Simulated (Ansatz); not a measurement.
# C₂H₆CdS₂ (SMILES C[S][Cd][S]C): what the fields show

Input

```
crystal:
  periodic: [false, false, false]
  atoms:
    - {symbol: C, position_ang: [-0.246073, -1.080510, 2.838691]}
    - {symbol: S, position_ang: [1.307442, -1.119313, 1.887704]}
    - {symbol: Cd, position_ang: [0.590905, -0.754703, -0.306443]}
    - {symbol: S, position_ang: [-0.094787, -0.428798, -2.516474]}
    - {symbol: C, position_ang: [0.012476, 1.378789, -2.717559]}
    - {symbol: H, position_ang: [-0.929356, -1.872352, 2.534524]}
    - {symbol: H, position_ang: [-0.744594, -0.114680, 2.766530]}
    - {symbol: H, position_ang: [0.030567, -1.246964, 3.880378]}
    - {symbol: H, position_ang: [-0.658269, 1.905187, -2.039676]}
    - {symbol: H, position_ang: [-0.298822, 1.590131, -3.741143]}
    - {symbol: H, position_ang: [1.030500, 1.743223, -2.586531]}
basis:
  gaussian: {orbitals: def2-TZVPP}
hamiltonian: {xc: pbe0, dispersion: d4}
output: {orbitals: {seedname: orbitals}}
```

Run with:

```sh
ansatz run in.yaml --threads 2 --pin off --events-out ev --progress --plain --max-ram 32768MiB --backend cuda --devices 0, --max-vram 18GiB
```

Geometry: PBE0-D4/def2-TZVP; core potentials replace the inner electrons of Cd.

Method: Ansatz, RKS PBE0-D4/def2-TZVPP.

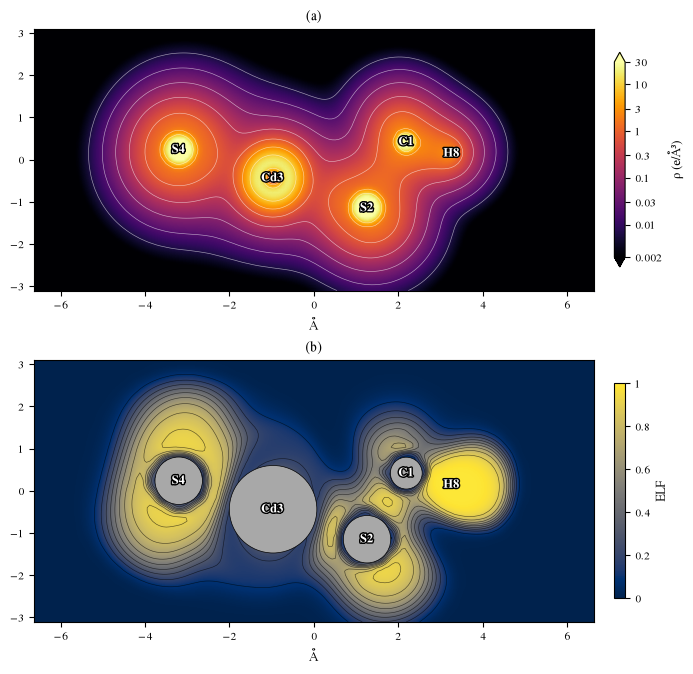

Figure 1. (a) electron density; (b) ELF on the plane of atoms C1, S2 and Cd3. Grey discs cover the atomic cores in the ELF map.

Question: Interpret the plot.

Answer: The plane passes through C, S, Cd and H nuclei. C–S (1.82 Å): ρ is about 1.2 e/Å³ halfway; the ELF peaks at about 0.90 between the atoms, as expected for localised, covalent bonding. Cd–S (2.34 Å): ρ is about 0.61 e/Å³ halfway; the ELF peaks at about 0.85 in the valence shell of S, 0.9 Å from its nucleus, and is about 0.40 at the midpoint. C–H (1.09 Å): the density is about 2 e/Å³ at the midpoint; the ELF climbs to about 1 towards the hydrogen, as it does in any bond to H (an ordinary covalent bond to hydrogen). The ELF also peaks beside S2 and S4, away from the bonds: lone-pair regions.

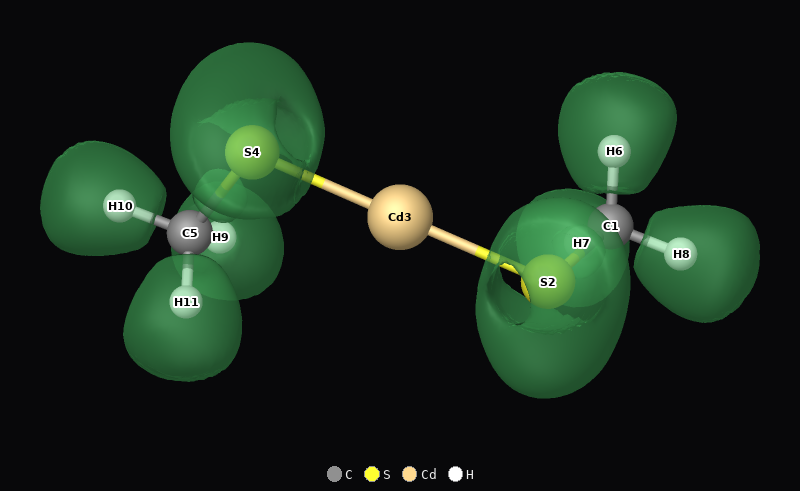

Figure 2. Isosurface of the electron localisation function at 0.8 (green), seen from one side. Only the valence region is drawn (cores and ρ < 0.01 e/Å³ removed).

Question: What do the ELF domains correspond to?

Answer: The ELF exceeds this value in two regions between bonded C–S atoms (shared pairs), six regions around hydrogen nuclei and two regions wrapped around S (the valence shell of each).

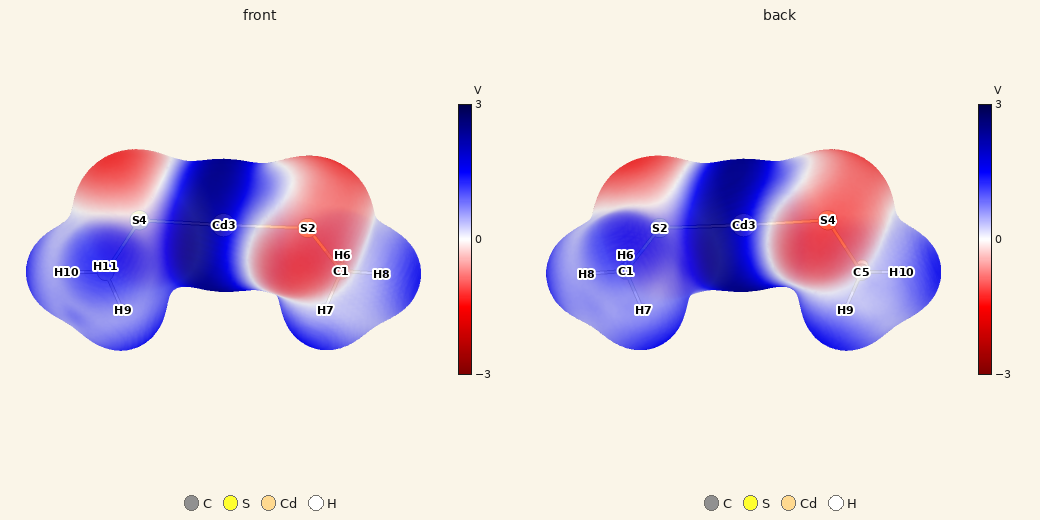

Figure 3. The molecular electrostatic potential painted on the density surface at 0.004 e/bohr³, seen from the front and from behind; the colour scale runs from red (negative) to blue (positive).

Question: Describe the electrostatic potential map.

Answer: The most negative region (about −1.2 V) lies over S2 and S4, the most positive (about +2.4 V) over Cd3.
